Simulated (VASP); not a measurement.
# The low-index faces of Au, part 4 of 4

How do surface energy, work function and relaxation of Au depend on the face?

VASP 6.6.1; PBE; plane waves and PAW (Au).

So far. Step 7 (Potential and states of the slab, 7 atoms, face Au(100)): The vacuum level lies 5.10 eV above the Fermi level at the upper face; both faces agree, as the slab has next to no dipole. Step 8 (Surface relaxation, 9 atoms, face Au(110)): The run ended after 8 ionic steps, 0.094 eV below its first step, once the forces on the free atoms met EDIFFG = -0.03.

### Step 9. Potential and states of the slab, 9 atoms, face Au(110)

INCAR

```
SYSTEM = Au
PREC = Normal
ENCUT = 320
EDIFF = 1E-06
NELM = 120
ISMEAR = 1
SIGMA = 0.15
LREAL = .FALSE.
ALGO = Fast
GGA = PE
NBANDS = 61
LASPH = .TRUE.
LORBIT = 11
LWAVE = .FALSE.
LCHARG = .TRUE.
KPAR = 4
IDIPOL = 3
LDIPOL = .TRUE.
DIPOL = 0.5 0.5 0.5
LVHAR = .TRUE.
LVACPOTAV = .TRUE.
NEDOS = 1500
```

POSCAR

```
Au
1.0
    4.1564567218      0.0000000000      0.0000000000
    0.0000000000      2.9390587337      0.0000000000
    0.0000000000      0.0000000000     26.7562349348
Au
9
Direct
    0.0000000000      0.0000000000      0.2840352155
    0.5000000000      0.5000000000      0.3310866931
    0.0000000000      0.0000000000      0.3914570248
    0.5000000000      0.5000000000      0.4444839410
    0.0000000000      0.0000000000      0.5000000000
    0.5000000000      0.5000000000      0.5555160590
    0.0000000000      0.0000000000      0.6085429752
    0.5000000000      0.5000000000      0.6689133069
    0.0000000000      0.0000000000      0.7159647845
```

KPOINTS

```
Automatic mesh
0
Gamma
7 10 1
0 0 0
```

Potentials, in the order of the species: Au (PBE family, release 64).

The run is started by

```bash
mpirun -np 4 vasp_std
```

Log:

```text
[... set-up lines as in an earlier step ...]
 entering main loop
       N       E                     dE             d eps       ncg     rms          rms(c)
DAV:   1     0.518729282006E+03    0.51873E+03   -0.35885E+04  2984   0.971E+02
DAV:   2    -0.611390662207E+01   -0.52484E+03   -0.48796E+03  3442   0.246E+02
DAV:   3    -0.293369284168E+02   -0.23223E+02   -0.22573E+02  3226   0.488E+01
DAV:   4    -0.298379370946E+02   -0.50101E+00   -0.49930E+00  3415   0.732E+00
[...]
RMM:  14    -0.276106793854E+02    0.12040E-05   -0.28122E-05  3391   0.166E-02    0.105E-02
RMM:  15    -0.276106774269E+02    0.19584E-05   -0.59418E-06  2616   0.770E-03    0.368E-03
RMM:  16    -0.276106771454E+02    0.28158E-06   -0.12918E-06  1995   0.394E-03
 [... a notice as in an earlier step ...]

   1 F= -.27610677E+02 E0= -.27610613E+02  d E =-.191176E-03
```

Elapsed: 59 s, on 4 MPI ranks of Intel Xeon Platinum 8488C (Sapphire Rapids), shared host; peak memory 1.1 GiB.

From OUTCAR (step 9):

```text
  Total       -2.3229705     -3.7044162     -1.4161229     -0.0000000      0.0000000      0.0000000
  in kB      -11.3866964    -18.1582434     -6.9415268     -0.0000000      0.0000000      0.0000000
  external PRESSURE =     -12.1621556 kB  Pullay stress =       0.0000000 kB

 POSITION                                       TOTAL-FORCE (eV/Angst)
 -----------------------------------------------------------------------------------
      0.00000      0.00000      7.59971         0.000000      0.000000      0.017281
      2.07823      1.46953      8.85863        -0.000000      0.000000      0.021486
      0.00000      0.00000     10.47392         0.000000      0.000000      0.003929
      2.07823      1.46953     11.89272        -0.000000      0.000000     -0.001738
      0.00000      0.00000     13.37812        -0.000000      0.000000     -0.000000
      2.07823      1.46953     14.86352        -0.000000      0.000000      0.001738
      0.00000      0.00000     16.28232         0.000000      0.000000     -0.003929
      2.07823      1.46953     17.89760        -0.000000      0.000000     -0.021486
      0.00000      0.00000     19.15652        -0.000000      0.000000     -0.017281
 -----------------------------------------------------------------------------------
    total drift:                                0.000000      0.000000      0.000000

  FREE ENERGIE OF THE ION-ELECTRON SYSTEM (eV)
  ---------------------------------------------------
  free  energy   TOTEN  =       -27.6106771454 eV

  energy  without entropy=      -27.6104859698  energy(sigma->0) =      -27.61061342

[... 2 parts as in an earlier step ...]

[... 1 further part left out ...]
[key lines of the parts left out:]
E-fermi :   1.7080
```

The planar average of the electrostatic potential oscillates, so the rows of the table below give means over windows of 1.45 Å about each position, cut where the curve ends. Its maxima inside the range that stand out by 2 % of the span (Å: eV): 9.7: -4.65, 11.1: -7.70, 12.6: -6.66, 14.2: -6.66, 15.6: -7.70, 17.1: -4.65. Its minima: 8.8: -10.5, 10.5: -10.3, 11.9: -10.3, 13.4: -10.3, 14.8: -10.3, 16.3: -10.3, 17.9: -10.5.

Zero at the Fermi level. Table of planar average of the electrostatic potential by height; means over each step:

```tsv
height (Å)	planar average of the electrostatic potential (eV)
0.72	4.97
2.17	4.97
3.62	4.96
5.07	4.90
6.52	1.30
7.97	-9.82
9.42	-7.43
10.87	-8.90
12.32	-8.49
13.77	-8.47
15.22	-8.96
16.67	-7.60
18.12	-9.77
19.57	-4.91
21.02	4.59
22.47	4.96
23.92	4.97
25.37	4.97
```

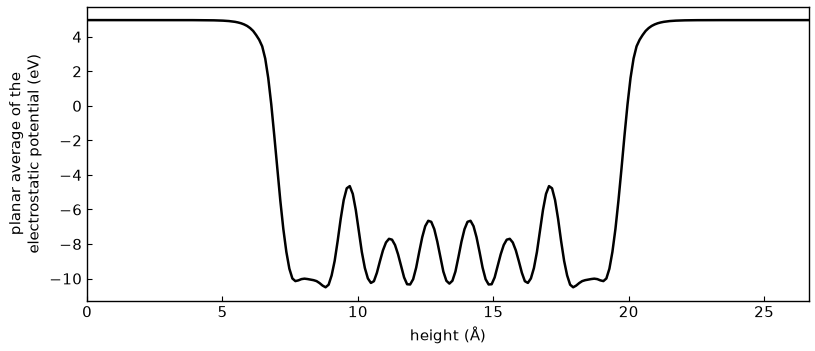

Planar average of the electrostatic potential against height.

The map of layer states is cut here 0.5 eV above the Fermi level, so it leaves out the states above that.

The vacuum level lies 4.96 eV above the Fermi level at the upper face; both faces agree, as the slab has next to no dipole.

The program found no field-free point at its default tolerance, but its printed level agrees with the flat part of the planar average.

On this mesh the fine structure of the density of states is sampling noise, and high empty states may be cut by the number of bands.

### Step 10. The faces side by side

This step: surfaces of a metal, PBE; plane waves and PAW (VASP 6.6.1).

Derived from the runs above.

Symmetric slabs, all atoms free. All faces:

```tsv
face	layers	area a surface atom (Å²)	work function (eV)	surface energy as cut (J/m²)	surface energy relaxed (J/m²)	change of the top spacing (%)
Au(111)	7	7.481	5.226	0.7017	0.6969	1.29
Au(100)	7	8.638	5.098	0.854	0.8531	-0.5
Au(110)	9	12.22	4.965	0.966	0.9041	-14.33
```

Each surface energy is the slab's energy less its number of atoms times the bulk energy of -3.2210 eV, over twice the cell's area.

### Step 11. Outcome

- Au(111): 0.70 J/m², 5.23 eV
- Au(100): 0.85 J/m², 5.10 eV
- Au(110): 0.90 J/m², 4.96 eV

What this shows: The cheapest face is Au(111) at 0.70 J/m², against 0.85 for Au(100) and 0.90 for Au(110). The work functions are 5.23 eV for Au(111), 5.10 eV for Au(100) and 4.96 eV for Au(110). The densest face has the highest work function, as the smoothing of the electron density over an open face lowers the surface dipole. The densest face is also the cheapest, since it cuts the fewest bonds an area. The top spacing changes by +1.3 % on Au(111), -0.5 % on Au(100) and -14.3 % on Au(110), the most on the most open face. On Au(100) the relaxation gained under 0.002 J/m², so it stands almost as cut. One thickness was run for each face, and bulk and slab meshes don't match, which leaves some hundredths of a J/m². The cells are 1 × 1 and can't reconstruct. Spin-orbit coupling is left out, which matters for a heavy metal.

[Lines on the potential files, build, host, timing and source positions are cut from VASP's logs without a mark.]

[Logs are printed without paths, hosts, clocks, repeated set-up lines and the standing remarks that a program may print on its own settings, such as how far it seeks lower states.]

[Hosts, paths, dates, database ids (printed as entryN), source tags and the programs' standing remarks are cut or masked in the printed files.]

[Runs that stopped without an error message from VASP are left out.]
